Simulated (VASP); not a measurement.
Band structure of ErLuO₃ (space group Pm-3m). Level of theory: PBEsol GGA, VASP's PBE PAW potentials (set 64) (plane waves; VASP).

The moments were started parallel, and other spin orders were not tried in this run.

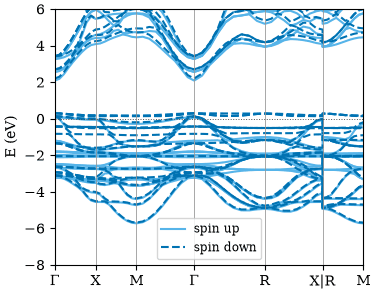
Figure: Bands along high-symmetry lines, zero at the valence-band maximum or, without a gap, the Fermi level

### Question
Read the plot: is there a gap, and where are the band edges?

### Answer
It has no gap at this level: it comes out as a metal or semimetal.

The structure was generated: ErLuO3 was put into an ordered model structure, which need not be its known phase. The cell was not relaxed at this level. The k-mesh is coarse (spacing up to 0.31 per Å, 2π included), so the numbers may not be converged in it.
